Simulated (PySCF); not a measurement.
# C2H4BBrO2: electronic excitations and core binding energies

Wanted: the electronic excitations and core binding energies of C2H4BBrO2 (`C=C(Br)B(O)O`), by calculation.

The runs use PySCF 2.14.0, with density-fitted response routines of our own; the level of theory stands in each step. All values are computed, except where a source is named. Atoms are numbered from 0 throughout.

## 1. The molecule as given

10 atoms, charge 0, multiplicity 1; geometry from: GFN2-xTB.

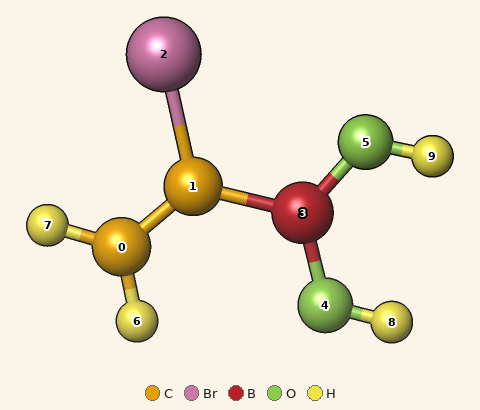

As it starts; carbon amber, bromine pink, boron red, oxygen green, hydrogen yellow, atoms numbered.

## 2. Ultraviolet spectrum: wB97X-D/def2-SVPD

Job settings and geometry (Å):

```
{"job": {"kind": "uv", "xc": "wB97X-D", "basis": "def2-SVPD", "nstates": 8, "ntriplets": 3}, "charge": 0, "multiplicity": 1}
C      1.803609    -0.035332    -0.284796
C      0.678007     0.559077     0.083783
Br     0.763907     2.377250     0.679691
B     -0.755210    -0.092050     0.080734
O     -0.840328    -1.383842    -0.314952
O     -1.792908     0.673081     0.467274
H      1.769821    -1.057865    -0.621201
H      2.764397     0.452971    -0.265245
H     -1.707951    -1.789896    -0.320771
H     -2.674460     0.301262     0.472955
```

Level: TDDFT wB97X-D/def2-SVPD, vertical, gas phase, core orbitals frozen in the response.

Launch:

```
> OMP_NUM_THREADS=1 python probes_run.py task.json out
```

The driver reads the jobs from task.json and runs them one after another.

Output:

```text
coarse grid: 43120 points
cycle   1  E = -2827.5254394205  dE = -1.738e-01  |g| = 8.214e-01  |ddm| = 5.136e+00
cycle   2  E = -2827.5258010470  dE = -3.616e-04  |g| = 8.775e-01  |ddm| = 1.883e+00
cycle   3  E = -2827.6610978000  dE = -1.353e-01  |g| = 5.091e-02  |ddm| = 8.696e-01
cycle   4  E = -2827.6617280963  dE = -6.303e-04  |g| = 1.873e-02  |ddm| = 1.153e-01
cycle   5  E = -2827.6618047095  dE = -7.661e-05  |g| = 1.064e-02  |ddm| = 4.977e-02
cycle   6  E = -2827.6618348576  dE = -3.015e-05  |g| = 1.539e-03  |ddm| = 1.625e-02
cycle   7  E = -2827.6618359267  dE = -1.069e-06  |g| = 5.059e-04  |ddm| = 5.036e-03
final grid: 90608 points
cycle   8  E = -2827.6615470924  dE = -7.066e-07  |g| = 5.351e-04  |ddm| = 1.327e-02
cycle   9  E = -2827.6615471161  dE = -2.370e-08  |g| = 4.679e-04  |ddm| = 1.738e-03
cycle  10  E = -2827.6615471496  dE = -3.350e-08  |g| = 7.669e-05  |ddm| = 6.677e-04
cycle  11  E = -2827.6615471511  dE = -1.532e-09  |g| = 3.989e-05  |ddm| = 1.681e-04
cycle  12  E = -2827.6615471516  dE = -4.147e-10  |g| = 7.231e-06  |ddm| = 8.995e-05
converged SCF energy = -2827.6615471516

Static polarisability (au): isotropic 67.574, principal 47.630 73.022 82.071

Singlet excitations
state   eV       nm        f      main configurations
  1   5.7358    216.2   0.13133   H->L 0.97
  2   5.8553    211.7   0.00064   H-1->L 0.91
  3   5.9164    209.6   0.00050   H->L+2 0.75
  4   6.4600    191.9   0.00217   H-1->L+2 0.84
  5   6.8503    181.0   0.00256   H->L+1 0.79
  6   7.1799    172.7   0.00015   H-3->L 0.97
  7   7.5500    164.2   0.00373   H-1->L+1 0.71
  8   7.6468    162.1   0.00284   H->L+3 0.58, H->L+4 0.15, H->L+1 0.11

Triplet excitations (Tamm-Dancoff, eV): 3.8442 5.4141 5.7197
```

Wall time 47 s (1 thread of Arm Neoverse N1, shared host); peak memory 0.72 GiB.

The orbitals next to the gap, with their largest atomic shares:

| orbital | eV | atoms |
| --- | --- | --- |
| HOMO−3 | -11.52 | Br2 32 %, C1 22 %, C0 16 % |
| HOMO−2 | -11.36 | Br2 36 %, C1 30 %, C0 18 % |
| HOMO−1 | -9.64 | Br2 82 %, C1 9 % |
| HOMO | -8.99 | Br2 52 %, C0 21 %, C1 21 % |
| LUMO | 0.84 | C0 32 %, C1 28 %, B3 13 % |
| LUMO+1 | 1.07 | B3 39 %, O4 18 %, O5 16 % |
| LUMO+2 | 1.86 | Br2 66 %, C1 18 % |

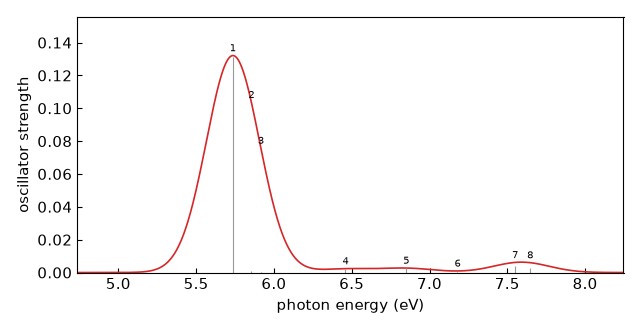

Absorption spectrum from the 8 singlet states computed; above the last one it falls off for lack of states. Lines are broadened to a width of 0.40 eV (Gaussian).

Ground-state properties from the same run:

| property | computed |
| --- | --- |
| dipole moment (D) | 3.80 |
| polarisability (Å³) | 10.01 |
| HOMO–LUMO gap (eV) | 9.82 |
| −ε(HOMO) (eV) | 8.99 |

## 3. Core-electron binding energies: SCAN, X2C

Settings changed since step 2:

```diff
@@ -1,2 +1,2 @@
-{"job": {"kind": "uv", "xc": "wB97X-D", "basis": "def2-SVPD", "nstates": 8, "ntriplets": 3}, "charge": 0, "multiplicity": 1}
+{"job": {"kind": "xps"}, "charge": 0, "multiplicity": 1}
 C      1.803609    -0.035332    -0.284796
```

Level: delta-SCF UKS SCAN, pcX-2 on the ionised atom, pcseg-1 elsewhere, spin-free X2C.

Output:

```text
ground state, core basis on atom 0 (C), 148 functions
  cycle   1  E = -2852.50212555  |g| = 8.59e-01
  cycle   2  E = -2852.31372763  |g| = 1.32e+00
  cycle   3  E = -2852.64042198  |g| = 1.00e-01
  cycle   4  E = -2852.64263830  |g| = 3.15e-02
  cycle   5  E = -2852.64274654  |g| = 2.46e-02
  cycle   6  E = -2852.64291014  |g| = 3.90e-03
  cycle   7  E = -2852.64291143  |g| = 2.83e-03
  cycle   8  E = -2852.64291094  |g| = 5.10e-04
  cycle   9  E = -2852.64291167  |g| = 2.39e-04
  E(ground) = -2852.79918512 Eh
hole in C 1s of atom 0
  cycle   1  E = -2841.39322356  |g| = 1.51e+00
  cycle   2  E = -2840.03617149  |g| = 2.08e+00
  cycle   3  E = -2841.75124533  |g| = 5.87e-01
  cycle   4  E = -2841.83828120  |g| = 4.98e-01
  cycle   5  E = -2841.97303699  |g| = 1.16e-01
  cycle   6  E = -2841.97855133  |g| = 3.59e-02
  cycle   7  E = -2841.97920990  |g| = 1.64e-02
  cycle   8  E = -2841.97933274  |g| = 7.28e-03
  cycle   9  E = -2841.97937601  |g| = 4.18e-03
  cycle  10  E = -2841.97939357  |g| = 2.96e-03
  cycle  11  E = -2841.97940430  |g| = 1.11e-03
  cycle  12  E = -2841.97940870  |g| = 5.32e-04
  cycle  13  E = -2841.97940972  |g| = 1.84e-04
  E(ion) = -2842.13422541 Eh   <S^2> = 0.7953   hole on atom = 1.000   binding energy = 290.208 eV
ground state, core basis on atom 1 (C), 148 functions
  cycle   1  E = -2852.64526863  |g| = 6.21e-02
  cycle   2  E = -2852.64458918  |g| = 5.70e-02
  cycle   3  E = -2852.64494876  |g| = 4.37e-02
  cycle   4  E = -2852.64546683  |g| = 6.59e-03
  cycle   5  E = -2852.64547851  |g| = 1.74e-03
  cycle   6  E = -2852.64548169  |g| = 2.90e-04
  E(ground) = -2852.80198696 Eh
hole in C 1s of atom 1
  cycle   1  E = -2841.36520315  |g| = 1.52e+00
  cycle   2  E = -2840.12864378  |g| = 2.14e+00
  cycle   3  E = -2841.81038245  |g| = 5.49e-01
  cycle   4  E = -2841.91828871  |g| = 2.67e-01
  cycle   5  E = -2841.94688788  |g| = 9.68e-02
  cycle   6  E = -2841.95213137  |g| = 2.87e-02
  cycle   7  E = -2841.95268156  |g| = 1.38e-02
  cycle   8  E = -2841.95281825  |g| = 7.72e-03
  cycle   9  E = -2841.95288634  |g| = 4.62e-03
  cycle  10  E = -2841.95292833  |g| = 3.69e-03
  cycle  11  E = -2841.95294882  |g| = 2.09e-03
  cycle  12  E = -2841.95295793  |g| = 1.02e-03
  cycle  13  E = -2841.95295892  |g| = 2.70e-04
  E(ion) = -2842.10500017 Eh   <S^2> = 0.8259   hole on atom = 1.000   binding energy = 291.080 eV
ground state, core basis on atom 3 (B), 148 functions
  cycle   1  E = -2852.64016753  |g| = 5.51e-02
  cycle   2  E = -2852.63981990  |g| = 5.16e-02
  cycle   3  E = -2852.64023684  |g| = 2.85e-02
  cycle   4  E = -2852.64041681  |g| = 1.14e-02
  cycle   5  E = -2852.64044717  |g| = 2.30e-03
  cycle   6  E = -2852.64044673  |g| = 2.84e-04
  E(ground) = -2852.79679955 Eh
hole in B 1s of atom 3
  cycle   1  E = -2844.98774001  |g| = 1.18e+00
  cycle   2  E = -2843.04633373  |g| = 2.02e+00
  cycle   3  E = -2845.20729994  |g| = 5.12e-01
  cycle   4  E = -2845.34485325  |g| = 2.80e-01
  cycle   5  E = -2845.36949394  |g| = 1.47e-01
  cycle   6  E = -2845.37920537  |g| = 5.35e-02
  cycle   7  E = -2845.38079810  |g| = 2.11e-02
  cycle   8  E = -2845.38106560  |g| = 1.09e-02
  cycle   9  E = -2845.38113204  |g| = 5.05e-03
  cycle  10  E = -2845.38115066  |g| = 2.96e-03
  cycle  11  E = -2845.38116077  |g| = 2.62e-03
  cycle  12  E = -2845.38116897  |g| = 1.08e-03
  cycle  13  E = -2845.38117513  |g| = 5.93e-04
  cycle  14  E = -2845.38117461  |g| = 3.83e-04
  E(ion) = -2845.53657021 Eh   <S^2> = 0.7976   hole on atom = 1.000   binding energy = 197.561 eV
ground state, core basis on atom 4 (O), 148 functions
  cycle   1  E = -2852.67107782  |g| = 1.00e-01
  cycle   2  E = -2852.67029804  |g| = 7.98e-02
  cycle   3  E = -2852.67080159  |g| = 5.82e-02
  cycle   4  E = -2852.67137168  |g| = 7.05e-03
  cycle   5  E = -2852.67138122  |g| = 1.02e-03
  cycle   6  E = -2852.67138013  |g| = 5.18e-04
  cycle   7  E = -2852.67138050  |g| = 1.10e-04
  E(ground) = -2852.82433180 Eh
hole in O 1s of atom 4
  cycle   1  E = -2832.04247570  |g| = 2.22e+00
  cycle   2  E = -2829.74834108  |g| = 2.59e+00
  cycle   3  E = -2832.50794781  |g| = 7.76e-01
  cycle   4  E = -2832.77982145  |g| = 3.86e-01
  cycle   5  E = -2832.81417931  |g| = 2.57e-01
  cycle   6  E = -2832.84285435  |g| = 6.23e-02
  cycle   7  E = -2832.84421026  |g| = 3.72e-02
  cycle   8  E = -2832.84498553  |g| = 9.33e-03
  cycle   9  E = -2832.84503759  |g| = 2.37e-03
  cycle  10  E = -2832.84503875  |g| = 1.35e-03
  cycle  11  E = -2832.84504016  |g| = 5.28e-04
  cycle  12  E = -2832.84503797  |g| = 1.30e-04
  E(ion) = -2832.99837763 Eh   <S^2> = 0.7611   hole on atom = 1.000   binding energy = 539.492 eV
```

Wall time 71 s (1 thread of Arm Neoverse N1, shared host); peak memory 0.63 GiB.

Binding energies by hole, beside the orbital energy of the ground state; the difference holds orbital relaxation and, for a density functional, its self-interaction error:

| hole | stands for | environment | ΔSCF (eV) | −ε (eV) | ⟨S²⟩ |
| --- | --- | --- | --- | --- | --- |
| C1s on C0 | C0 | terminal =CH2 carbon | 290.21 | 273.8 | 0.795 |
| C1s on C1 | C1 | fully substituted alkene carbon | 291.08 | 274.6 | 0.826 |
| B1s on B3 | B3 | boron bonded to C, 2 O | 197.56 | 181.3 | 0.798 |
| O1s on O4 | O4, O5 | oxygen bonded to B, H | 539.49 | 517.3 | 0.761 |

Each hole run stands for the others of its class of like atoms.

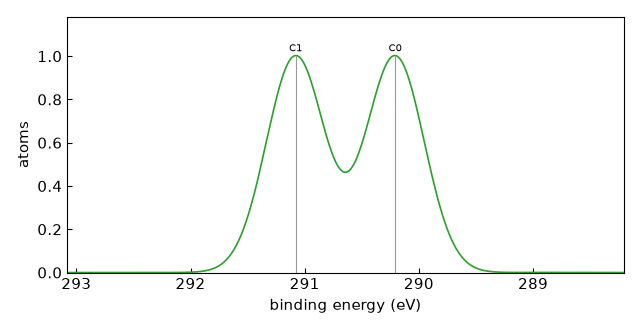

The C1s photoelectron lines, weighted by the number of atoms. Lines are broadened to a width of 0.60 eV (Gaussian).

## 4. Outcome

| quantity | value |
| --- | --- |
| lowest singlet (wB97X-D/def2-SVPD) | 5.74 eV (216 nm), f = 0.131 |
| lowest triplet | 3.84 eV |
| C1s binding energies, SCAN/pcX-2 | C1 291.08, C0 290.21 eV |
| B1s binding energies, SCAN/pcX-2 | B3 197.56 eV |
| O1s binding energies, SCAN/pcX-2 | O4 539.49 eV |

What this shows: The lowest singlet, at 5.74 eV, is HOMO→LUMO 0.97 and is bright. The lowest triplet lies 1.89 eV below the lowest singlet (triplets in Tamm-Dancoff, singlets in full TDDFT). C1 (fully substituted alkene carbon) binds its C1s electron 0.87 eV more tightly than C0 (terminal =CH2 carbon).
